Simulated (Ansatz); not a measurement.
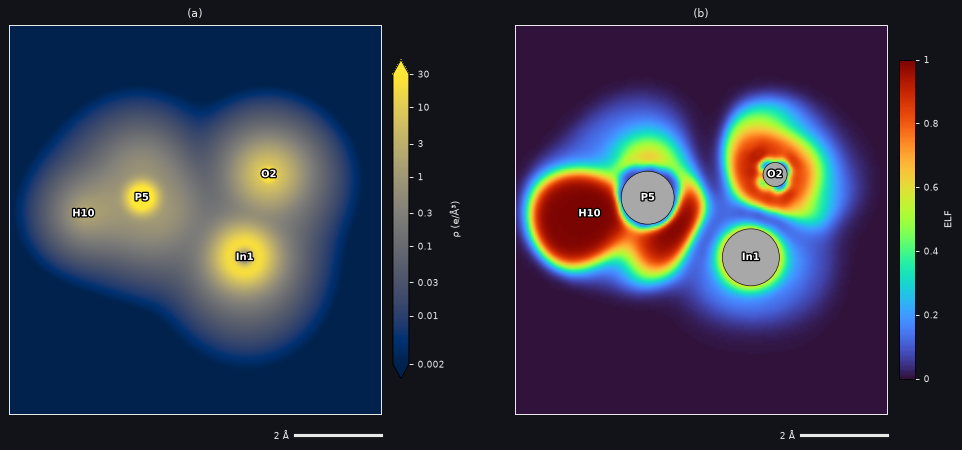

H₆InO₃P. (a) electron density; (b) ELF on the plane of atoms O2, In1 and P5. Grey discs cover the atomic cores in the ELF map.

Geometry: PBE0-D4/def2-SVP; core potentials replace the inner electrons of In.

Theory: isolated molecule in a Gaussian basis; Kohn-Sham density functional theory, functional PBE0 in Ansatz.

The calculation's input:

```
basis:
  gaussian:
    orbitals: def2-SVPD
crystal:
  periodic: [false, false, false]
  atoms:
    - {symbol: In, position_ang: [-1.554234, 0.084490, -0.508914]}
    - {symbol: O, position_ang: [-3.093753, -0.450813, 0.686587]}
    - {symbol: O, position_ang: [-1.416259, 1.963876, -1.193308]}
    - {symbol: O, position_ang: [-0.559279, -1.371985, -1.458068]}
    - {symbol: P, position_ang: [-0.437453, 0.085726, 2.048988]}
    - {symbol: H, position_ang: [-3.448744, -1.312446, 0.439090]}
    - {symbol: H, position_ang: [-2.178198, 2.482223, -0.910060]}
    - {symbol: H, position_ang: [-0.072728, -1.018027, -2.211260]}
    - {symbol: H, position_ang: [-1.262398, 0.781722, 2.965987]}
    - {symbol: H, position_ang: [0.827956, 0.452183, 2.582908]}
    - {symbol: H, position_ang: [-0.537015, -1.205724, 2.622290]}
hamiltonian:
  xc: pbe0
output: {forces: true, orbitals: {seedname: orbitals}}
```

Command:

```sh
ansatz run input.yaml --threads 2 --pin off --max-ram 5220MiB --events-out events.jsonl --progress --plain --runs-dir runs
```

**Interpret the plot.**

The plane passes through In, O, P and H nuclei. In–O (2.02 Å): ρ is about 0.67 e/Å³ halfway; the ELF peaks at about 0.85 in the valence shell of O, 0.6 Å from its nucleus, and drops to about 0.10 between the two atoms. In–P (2.79 Å): the density is about 0.27 e/Å³ at the midpoint; the ELF peaks at about 1 in the valence shell of P, 1.0 Å from its nucleus, and drops to about 0.10 between the two atoms. P–H (1.42 Å): the density is about 1.1 e/Å³ at the midpoint; the ELF climbs to about 1 towards the hydrogen, as it does in any bond to H. The ELF also peaks beside O2, away from the bonds: lone-pair regions.
